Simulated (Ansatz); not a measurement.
# BN, carrier doping

Take BN (space group P6_3/mmc, No. 194; a = 2.5064 Å, c = 6.6147 Å; layered, stacked along the Cartesian z axis) as the base.

Carriers are added at fixed cell with a uniform background; the Fermi–Dirac width is that of 300 K.

Method: PBE-D3(BJ), PAW, 420 eV (Ansatz, a first-principles code; scalar-relativistic without spin-orbit coupling).

Notes on the quantities. Fermi level from band edge: Fermi level relative to the doped band's edge (positive inside the band; to 0.05 eV).

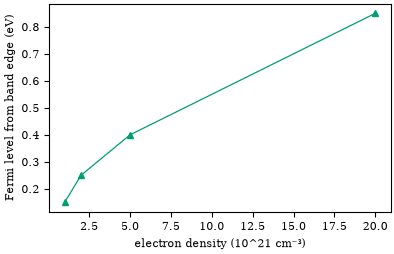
Fermi level from band edge against electron density

Task: From the plot, what is the Fermi level from band edge for electrons 2.0×10^22 cm⁻³?

Result: About 0.85 eV.

Task: Is the trend monotonic over the range shown?

Result: Yes, it rises throughout, spanning +0.15 eV to +0.85 eV.

Carriers are added with a uniform compensating background; total energy and stress of such cells depend on the potential's zero and are not compared; many-body gap narrowing is missing at this level. Whether these cells are dynamically stable was not tested.
